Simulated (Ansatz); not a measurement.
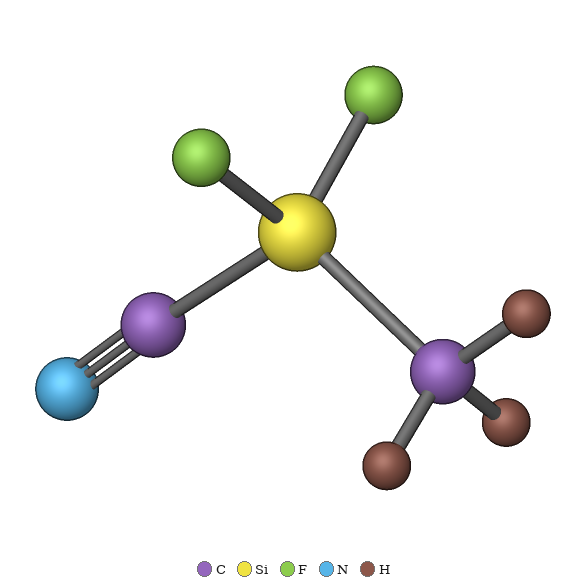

Harmonic vibrations computed with RKS PBE0-D4/def2-TZVP (Ansatz 0.2.0) at a stationary point of the same level.

> Minimum or transition state?

A minimum: no imaginary frequency, and the lowest mode lies at 126 cm⁻¹.

> How many vibrational modes are there, and where do they lie?

21 modes: 126, 132, 148, 223, 270, 308, 389, 409, 579, 742, 785, 818, 929, 988, 1295, 1438, 1441, 2347, 3060, 3149, 3150 cm⁻¹.
